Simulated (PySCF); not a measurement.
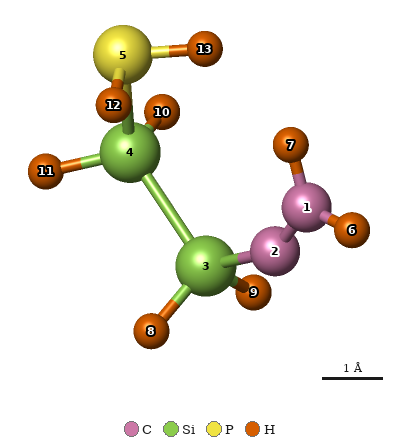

*The input geometry (ball-and-stick view, seen at a tilt; atoms are numbered from 1 in the order of the input).*

Bond lengths as drawn: C–C 1.30 Å, C–H 1.08 to 1.09 Å, C–Si 1.82 Å, H–P 1.38 Å, H–Si 1.47 Å, P–Si 2.24 Å and Si–Si 2.36 Å.

C2H8PSi2: EPR calculation

C2H8PSi2, multiplicity 2, SMILES C=[C][SiH2][SiH2]P, computed with UKS B3LYP, pcH-1 on C H P Si, non-relativistic, mean-field spin-orbit, GIAO (PySCF 2.14.0).

It belongs to a series of runs on one base structure; here: H removed from sp2 C.

## Input
```
{"job": {"kind": "epr", "basis": "pcH-1"}, "charge": 0, "multiplicity": 2}
C      2.107327     0.712626     0.962910
C      1.816800    -0.097621    -0.005283
Si     0.622388    -0.924231    -1.105123
Si    -1.631808    -0.301031    -0.798599
P     -2.109938     0.692200     1.150813
H      3.125660     0.873886     1.298771
H      1.369722     1.293931     1.518366
H      0.767693    -2.368079    -0.872044
H      1.018811    -0.620402    -2.485717
H     -2.097487     0.658743    -1.810154
H     -2.555403    -1.444385    -0.853198
H     -1.315277    -0.129242     1.928452
H     -1.122876     1.654093     1.053078
```

The first line tells a small driver script what to run in PySCF; the rest is the geometry in Å.

Hardware: 1 CPU thread, shared host.

Launch command:
```bash
OMP_NUM_THREADS=1 python <driver script> task.json out
```

## Output
```
UKS, coarse grid
  cycle   1  E = -1001.27693932  |g| = 2.77e-01
  cycle   2  E = -1001.26549327  |g| = 2.89e-01
  cycle   3  E = -1001.31209079  |g| = 4.84e-02
  cycle   4  E = -1001.31348851  |g| = 1.87e-02
  cycle   5  E = -1001.31364751  |g| = 1.26e-02
  cycle   6  E = -1001.31374914  |g| = 3.01e-03
  cycle   7  E = -1001.31376454  |g| = 1.56e-03
  cycle   8  E = -1001.31377049  |g| = 6.62e-04
UKS, final grid
  cycle   1  E = -1001.31378546  |g| = 5.14e-04
  cycle   2  E = -1001.31378584  |g| = 4.72e-04
  cycle   3  E = -1001.31378603  |g| = 1.85e-04
  cycle   4  E = -1001.31378616  |g| = 1.94e-04
  cycle   5  E = -1001.31378620  |g| = 3.76e-05
  cycle   6  E = -1001.31378620  |g| = 6.60e-06
E = -1001.31378620 Eh   <S^2> = 0.7586 (exact 0.7500)
g shifts (ppm)      1          2          3
  rmc          -136       -136       -136
  gc             19         11        -10
  oz_so        -426       -199        629
  total        -543       -325        483
hyperfine (MHz)  atom isotope    a_iso     a_fc   dipolar eigenvalues
    0   13C     -40.95     -40.96    -15.85      3.32     12.53
    1   13C     171.68     171.81    -76.11    -58.74    134.86
    2  29Si       6.16       6.20     -7.87      0.59      7.28
    3  29Si     -91.47     -91.57    -17.55      8.12      9.43
    4   31P       5.72       5.69     -2.00      0.10      1.90
    5    1H     148.55     148.55     -5.56     -4.17      9.73
    6    1H     184.38     184.38     -4.47     -2.13      6.59
    7    1H      13.28      13.28     -3.83     -2.40      6.22
    8    1H      15.44      15.45     -3.80     -2.36      6.16
    9    1H       7.46       7.45     -1.49     -0.61      2.10
   10    1H      21.67      21.67     -1.57     -0.39      1.96
   11    1H       1.38       1.38     -1.57     -1.08      2.65
   12    1H       0.48       0.48     -1.83     -1.02      2.85
```

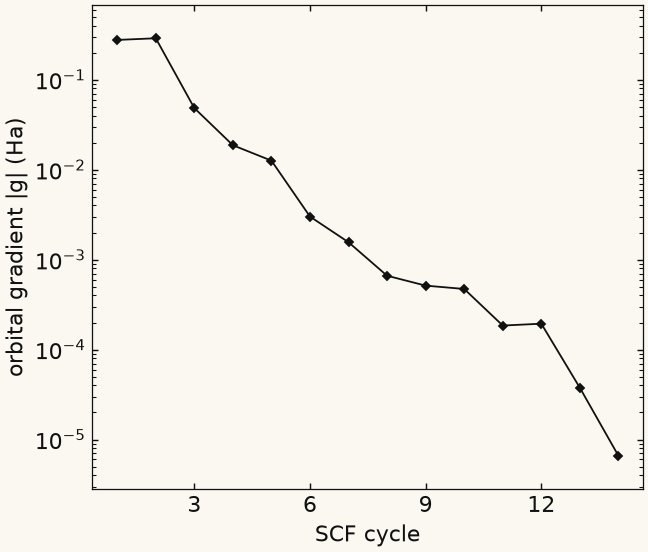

*Convergence of the self-consistent field: orbital gradient |g| against the SCF cycle.*

All cycles printed in the log are drawn one after another.

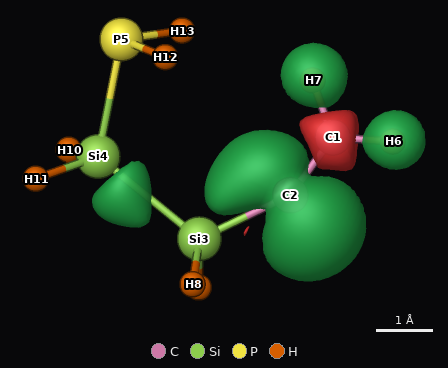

*Isosurfaces of the spin density at +0.02 (green) and −0.02 e/Å³ (red), seen face on.*

The unpaired spin (1 electron) lies mostly on C2 (about 0.7) and Si3 (about 0.1), in electrons by Hirshfeld's partition.

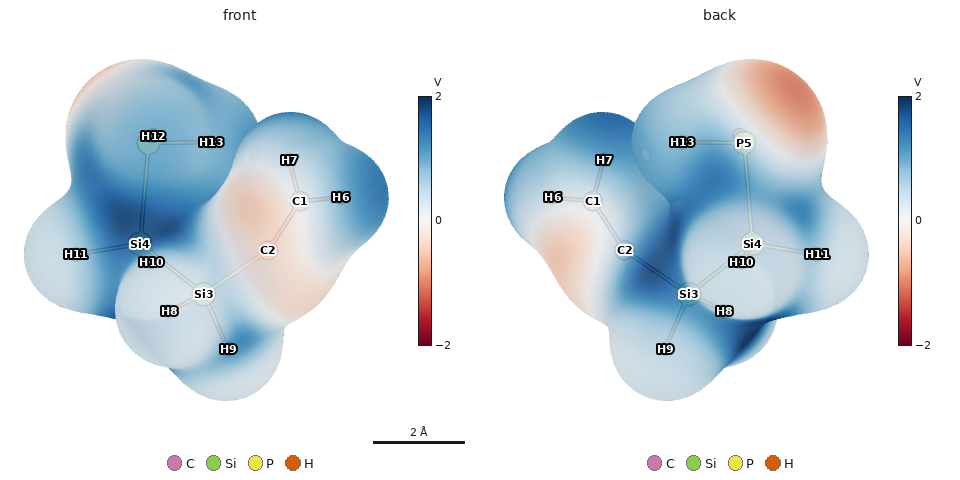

*The electrostatic potential painted on the density surface at 0.004 e/bohr³, seen at a tilt and from behind; red is negative and blue positive.*

## Results in brief

- outcome: converged
- total energy: −1001.313786 hartree
- ⟨S²⟩: 0.759
- isotropic g: 2.0022
- wall time: 44 s
- peak memory: 0.8 GiB
